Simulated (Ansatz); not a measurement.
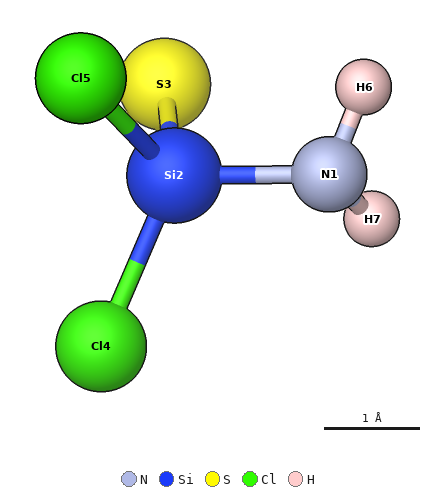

Fig. 1: The starting structure (ball-and-stick view, seen at a tilt; atoms are numbered from 1 in the order of the input). Bond lengths as drawn: Cl–Si 1.96 to 2.05 Å, H–N 0.99 to 1.02 Å, N–Si 1.65 Å and S–Si 2.08 Å.

# Geometry relaxation of SiNH2SCl2

System: SiNH2SCl2, multiplicity 2, SMILES N[Si]([S])(Cl)Cl.
Method: UKS PBE-D4/def2-SVP (Ansatz 0.2.0).

The geometry: force-field start. Figures and captions count atoms from 1; the log counts them from 0 in places.

**Output**
```
Functional definition: PBE
  name "PBE"
  cite "Perdew, Burke & Ernzerhof, Phys. Rev. Lett. 77, 3865 (1996) doi:10.1103/PhysRevLett.77.3865"
  parent pbe
  parameter kappa = 0.804
  parameter beta = 0.06672455060314922
  exchange = pbe_x(kappa = kappa, mu = beta*pi^2/3)
  correlation = pbe_c(beta = beta)
1079 factors; their error is unknown
mean field evaluation 1: about -45240.0669 eV, gradient 4.4e1 eV
mean field evaluation 2: about -45202.5661 eV, gradient 8.7e1 eV
mean field evaluation 4: about -45247.5365 eV, gradient 9.8e0 eV
mean field evaluation 8: about -45248.2058 eV, gradient 1.7e-1 eV
mean field evaluation 16: about -45248.1236 eV, gradient 1.4e-3 eV
mean field evaluation 32: about -45247.9577 eV, gradient 1.6e0 eV
mean field -45248.12357369 eV, -1662.8378710535 hartree, gradient 1.7e-5 eV, S^2 0.752395; 4 other end points of the search recorded, 0 dependent functions left out
the calculation of the forces begins
reference -45248.12360076 eV, -1662.8378720483 hartree; 37, 36 occupied and 59, 60 virtual orbitals, 1079 factors
relax step   1: F+E_penalty+E_count = -45248.40901151 eV  Δ(F+E_penalty+E_count) = +0.000e0 eV  max|allowed force component| = 2.492e0 eV/Å  Δτ_max = 0.0000 Å  (79 SCF iters, accepted)
these checks for a lower state are left out or cut short: starts, cluster_reference, orbital_swaps, neighbouring_geometries, increment
1079 factors; their error is unknown
mean field -45248.52700780 eV, -1662.8526969835 hartree, gradient 9.0e-6 eV, S^2 0.752648; 0 other end points of the search recorded, 0 dependent functions left out
the calculation of the forces begins
reference -45248.52703554 eV, -1662.8526980028 hartree; 37, 36 occupied and 59, 60 virtual orbitals, 1079 factors
relax step   2: F+E_penalty+E_count = -45248.80520862 eV  Δ(F+E_penalty+E_count) = -3.962e-1 eV  max|allowed force component| = 1.657e0 eV/Å  Δτ_max = 0.1251 Å  (41 SCF iters, accepted)
these checks for a lower state are left out or cut short: starts, cluster_reference, orbital_swaps, neighbouring_geometries, increment
1079 factors; their error is unknown
mean field -45248.61511229 eV, -1662.8559347639 hartree, gradient 1.2e-5 eV, S^2 0.752897; 0 other end points of the search recorded, 0 dependent functions left out
the calculation of the forces begins
reference -45248.61513985 eV, -1662.8559357767 hartree; 37, 36 occupied and 59, 60 virtual orbitals, 1079 factors
relax step   3: F+E_penalty+E_count = -45248.89320485 eV  Δ(F+E_penalty+E_count) = -8.800e-2 eV  max|allowed force component| = 8.332e-1 eV/Å  Δτ_max = 0.1102 Å  (42 SCF iters, accepted)
these checks for a lower state are left out or cut short: starts, cluster_reference, orbital_swaps, neighbouring_geometries, increment
1079 factors; their error is unknown
mean field -45248.63790475 eV, -1662.8567723711 hartree, gradient 1.6e-5 eV, S^2 0.752861; 0 other end points of the search recorded, 0 dependent functions left out
the calculation of the forces begins
reference -45248.63793250 eV, -1662.8567733911 hartree; 37, 36 occupied and 59, 60 virtual orbitals, 1079 factors
relax step   4: F+E_penalty+E_count = -45248.91499543 eV  Δ(F+E_penalty+E_count) = -2.179e-2 eV  max|allowed force component| = 3.363e-1 eV/Å  Δτ_max = 0.0565 Å  (36 SCF iters, accepted)
these checks for a lower state are left out or cut short: starts, cluster_reference, orbital_swaps, neighbouring_geometries, increment
1079 factors; their error is unknown
mean field evaluation 64: about -45248.7067 eV, gradient 1.9e0 eV
mean field -45248.64587285 eV, -1662.8570651935 hartree, gradient 9.2e-6 eV, S^2 0.752853; 0 other end points of the search recorded, 0 dependent functions left out
the calculation of the forces begins
reference -45248.64590057 eV, -1662.8570662123 hartree; 37, 36 occupied and 59, 60 virtual orbitals, 1079 factors
relax step   5: F+E_penalty+E_count = -45248.92307185 eV  Δ(F+E_penalty+E_count) = -8.076e-3 eV  max|allowed force component| = 8.810e-2 eV/Å  Δτ_max = 0.0368 Å  (35 SCF iters, accepted)
these checks for a lower state are left out or cut short: starts, cluster_reference, orbital_swaps, neighbouring_geometries, increment
1079 factors; their error is unknown
mean field -45248.64683314 eV, -1662.8571004835 hartree, gradient 1.1e-5 eV, S^2 0.752848; 0 other end points of the search recorded, 0 dependent functions left out
the calculation of the forces begins
reference -45248.64686085 eV, -1662.8571015017 hartree; 37, 36 occupied and 59, 60 virtual orbitals, 1079 factors
relax step   6: F+E_penalty+E_count = -45248.92409610 eV  Δ(F+E_penalty+E_count) = -1.024e-3 eV  max|allowed force component| = 4.898e-2 eV/Å  Δτ_max = 0.0186 Å  (38 SCF iters, accepted)
these checks for a lower state are left out or cut short: starts, cluster_reference, orbital_swaps, neighbouring_geometries, increment
1079 factors; their error is unknown
mean field -45248.64730509 eV, -1662.8571178272 hartree, gradient 1.1e-5 eV, S^2 0.752839; 0 other end points of the search recorded, 0 dependent functions left out
the calculation of the forces begins
reference -45248.64733278 eV, -1662.8571188449 hartree; 37, 36 occupied and 59, 60 virtual orbitals, 1079 factors
relax step   7: F+E_penalty+E_count = -45248.92446643 eV  Δ(F+E_penalty+E_count) = -3.703e-4 eV  max|allowed force component| = 2.106e-2 eV/Å  Δτ_max = 0.0171 Å  (38 SCF iters, accepted)
1079 factors; their error is unknown
mean field evaluation 96: about -45248.7304 eV, gradient 7.9e-2 eV
```

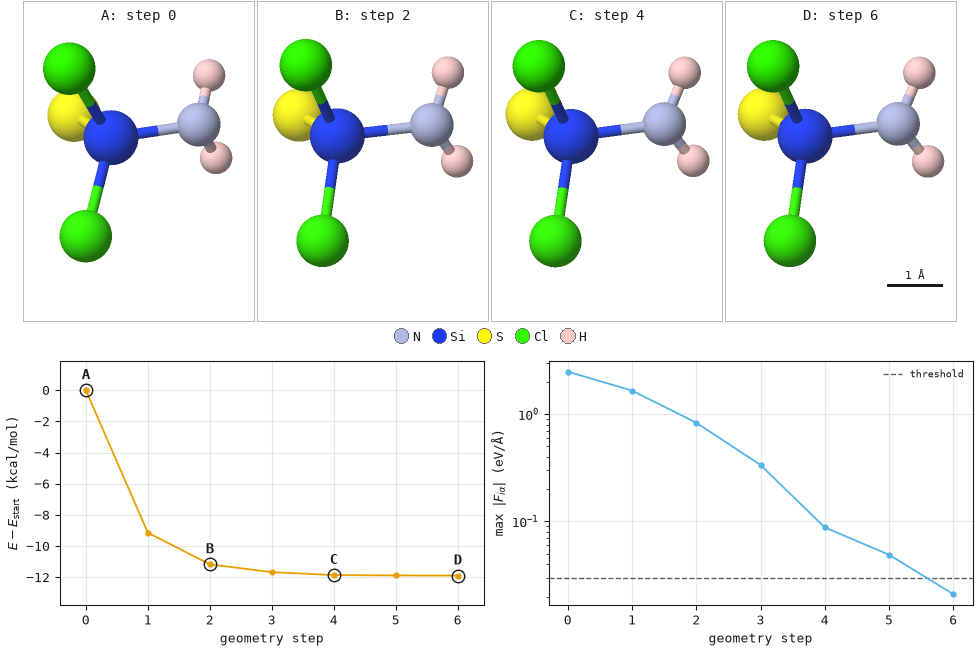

Fig. 2: Frames of the relaxation (ball-and-stick view, seen at a tilt) above the curves, on which the letters mark them (the first geometry is step 0 here and step 1 in the log).

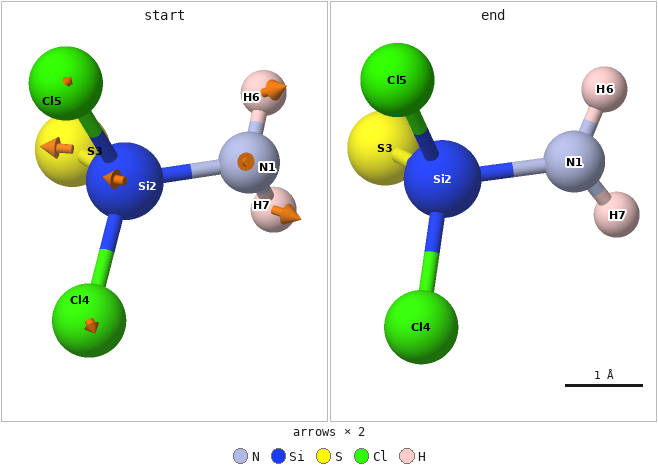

Fig. 3: Before (left) and after (right) the relaxation, at one scale (ball-and-stick view, seen at a tilt). The orange arrows give the displacements, magnified 2 times. The energy falls by 11.9 kcal/mol in 6 geometry steps. The largest force component goes from 2.5 to 0.021 eV/Å. The largest moves after the best rigid fit, 0.23 Å, are those of S3 and H7. By element the largest moves are S 0.23 Å, H 0.22 Å, Si 0.17 Å, N 0.14 Å, Cl 0.10 Å. Distances before and after: Si2–Cl4 1.959 → 2.070 Å, N1–Si2 1.652 → 1.750 Å, N1–H6 0.988 → 1.024 Å, Si2–Cl5 2.045 → 2.071 Å. Among the angles that change: Si2–N1–H7 107.6° → 120.5°, Si2–N1–H6 111.4° → 120.5°, H6–N1–H7 104.3° → 112.6°. (Atoms are counted from 1 in the order of the input.)

```
mean field -45248.64730509 eV, -1662.8571178272 hartree, gradient 1.2e-5 eV, S^2 0.752839; 5 other end points of the search recorded, 0 dependent functions left out
the calculation of the forces begins
reference -45248.64733278 eV, -1662.8571188449 hartree; 37, 36 occupied and 59, 60 virtual orbitals, 1079 factors
Total energy: -45248.92449412 eV, -1662.8673043363 hartree
Atom 0 at    -0.132695     1.022884     0.314608 Å, force    -0.000732    -0.013635    -0.012303 eV/Å
Atom 1 at     0.069119    -0.610462    -0.280436 Å, force     0.000146     0.021062     0.014749 eV/Å
Atom 2 at     0.662402    -1.631578     1.426432 Å, force     0.000352    -0.002565    -0.002677 eV/Å
Atom 3 at    -1.741759    -1.198467    -1.094017 Å, force    -0.006024    -0.000105     0.001637 eV/Å
Atom 4 at     1.459724    -0.530426    -1.812535 Å, force     0.006052     0.000568    -0.001416 eV/Å
Atom 5 at     0.684214     1.610974     0.504749 Å, force    -0.000238    -0.002959     0.000110 eV/Å
Atom 6 at    -0.939704     1.269075     0.895500 Å, force     0.000444    -0.002367    -0.000100 eV/Å
Dipole moment:    -0.063665     0.564128     0.230419 e Å
```

**Trajectory as extended XYZ (Å, eV, eV/Å), 7 frames, from step=1 to step=7**
```
7
Properties=species:S:1:pos:R:3:forces:R:3 step=1 energy=-45248.40901
N    -0.1583    1.0951    0.1935   -1.7473   1.9687   0.5558
Si    0.0053   -0.4589   -0.3412    2.1129  -2.4918  -0.2209
S     0.5905   -1.4206    1.4084    0.2036  -0.3039   0.4629
Cl   -1.6481   -1.2211   -1.0641   -2.2218  -0.7349  -0.9765
Cl    1.4245   -0.5744   -1.8097    0.3939   0.1415  -0.4296
H     0.6778    1.4250    0.6025    1.7880   1.0329   0.5099
H    -0.8304    1.0869    0.9649   -0.5294   0.3873   0.0983
7
Properties=species:S:1:pos:R:3:forces:R:3 step=2 energy=-45248.80521
N    -0.1618    1.0849    0.2005   -0.4345   1.0114   1.0059
Si    0.0335   -0.5294   -0.2966    0.5357  -1.6573  -0.5784
S     0.6455   -1.5198    1.4612   -0.1188   0.0998  -0.2587
Cl   -1.7365   -1.2172   -1.1138   -0.0301   0.0368   0.0607
Cl    1.4515   -0.5391   -1.8187   -0.0891  -0.0076   0.1214
H     0.6977    1.5015    0.5700    0.2098   0.2683  -0.1279
H    -0.8686    1.1510    0.9517   -0.0729   0.2486  -0.2230
7
Properties=species:S:1:pos:R:3:forces:R:3 step=3 energy=-45248.89321
N    -0.1617    1.0572    0.2797    0.1753  -0.8332  -0.4867
Si    0.0740   -0.6009   -0.2915   -0.3174   0.3221   0.0026
S     0.6346   -1.5834    1.4346    0.0972  -0.0846   0.1624
Cl   -1.7443   -1.1884   -1.0840   -0.0070  -0.0618  -0.0911
Cl    1.4772   -0.5138   -1.8014    0.0488  -0.0082  -0.0880
H     0.7046    1.5572    0.4751    0.0476   0.3931   0.2658
H    -0.9232    1.2041    0.9418   -0.0446   0.2727   0.2350
7
Properties=species:S:1:pos:R:3:forces:R:3 step=4 energy=-45248.91499
N    -0.1464    1.0584    0.2844    0.0600  -0.3363  -0.0678
Si    0.0570   -0.5950   -0.2923   -0.0246   0.0741   0.0069
S     0.6522   -1.5828    1.4347   -0.0143   0.0074  -0.0088
Cl   -1.7395   -1.2244   -1.1125    0.0392   0.0620   0.0460
Cl    1.4534   -0.5348   -1.8183    0.0121   0.0167  -0.0078
H     0.7096    1.5715    0.5296   -0.1503   0.0581   0.0288
H    -0.9249    1.2392    0.9285    0.0780   0.1181   0.0027
7
Properties=species:S:1:pos:R:3:forces:R:3 step=5 energy=-45248.92307
N    -0.1387    1.0302    0.3029    0.0134  -0.0817  -0.0343
Si    0.0645   -0.6087   -0.2930    0.0021   0.0627   0.0881
S     0.6542   -1.5992    1.4329   -0.0020  -0.0160  -0.0172
Cl   -1.7433   -1.2063   -1.1041    0.0012   0.0080  -0.0066
Cl    1.4621   -0.5343   -1.8176   -0.0047   0.0074  -0.0105
H     0.6884    1.5971    0.5137    0.0116   0.0152  -0.0121
H    -0.9260    1.2532    0.9195   -0.0216   0.0043  -0.0074
7
Properties=species:S:1:pos:R:3:forces:R:3 step=6 energy=-45248.92410
N    -0.1345    1.0247    0.3100    0.0009  -0.0112   0.0030
Si    0.0678   -0.6113   -0.2830   -0.0168   0.0490  -0.0383
S     0.6582   -1.6155    1.4304    0.0155  -0.0358   0.0353
Cl   -1.7407   -1.2014   -1.1007   -0.0016   0.0019   0.0108
Cl    1.4576   -0.5309   -1.8162    0.0068  -0.0005   0.0067
H     0.6871    1.6044    0.5084   -0.0120  -0.0037  -0.0064
H    -0.9342    1.2620    0.9054    0.0073   0.0004  -0.0111
7
Properties=species:S:1:pos:R:3:forces:R:3 step=7 energy=-45248.92447
N    -0.1327    1.0229    0.3146   -0.0007  -0.0136  -0.0123
Si    0.0691   -0.6105   -0.2804    0.0001   0.0211   0.0147
S     0.6624   -1.6316    1.4264    0.0004  -0.0026  -0.0027
Cl   -1.7418   -1.1985   -1.0940   -0.0060  -0.0001   0.0016
Cl    1.4597   -0.5304   -1.8125    0.0061   0.0006  -0.0014
H     0.6842    1.6110    0.5047   -0.0002  -0.0030   0.0001
H    -0.9397    1.2691    0.8955    0.0004  -0.0024  -0.0001
```

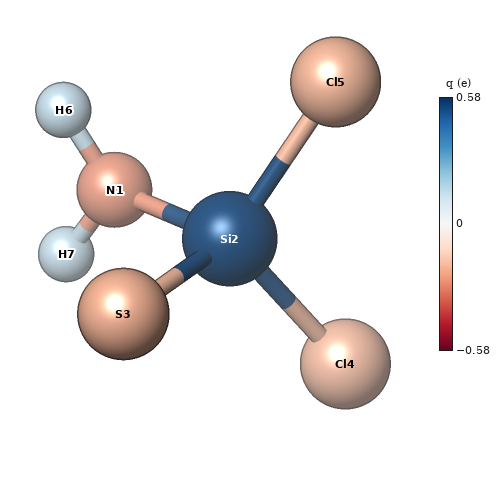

Fig. 4: Mulliken charges, as the colour of each atom (ball-and-stick view, seen at a tilt; atoms are numbered from 1 in the order of the input; Mulliken charges depend strongly on the basis). By element: N −0.27, Si +0.55, S −0.19, Cl −0.20 and H +0.16 e.

The run was set up as follows.

**Input**
```yaml
crystal:
  periodic: [false, false, false]
  atoms:
    - {symbol: N, position_ang: [-0.158300, 1.095100, 0.193500]}
    - {symbol: Si, position_ang: [0.005300, -0.458900, -0.341200]}
    - {symbol: S, position_ang: [0.590500, -1.420600, 1.408400]}
    - {symbol: Cl, position_ang: [-1.648100, -1.221100, -1.064100]}
    - {symbol: Cl, position_ang: [1.424500, -0.574400, -1.809700]}
    - {symbol: H, position_ang: [0.677800, 1.425000, 0.602500]}
    - {symbol: H, position_ang: [-0.830400, 1.086900, 0.964900]}
basis:
  gaussian: {orbitals: def2-SVP}
magnetization: {spin_polarized: true, initial_magnetization: 1}
hamiltonian: {xc: pbe, dispersion: d4}
relax: {f_tol: 0.03, max_steps: 200}
```

Launch command:
```bash
ansatz run in.yaml --threads 4 --pin off --events-out ev --progress --plain --max-ram 10444MiB
```

**Summary**

```csv
quantity,value
outcome,converged
total energy,−45248.9245 eV
mean-field energy,−45248.6473 eV
dispersion energy,−0.2772 eV
⟨S²⟩,0.753
SCF solution under orbital rotations,stable
largest force (length of the vector) at the end,0.026 eV/Å
dipole moment,2.94 D
hardware,"4 threads of Arm Neoverse V2, 23 GiB of memory available, shared host"
wall time,13 s (CPU time 48 s)
peak memory,0.18 GiB
```
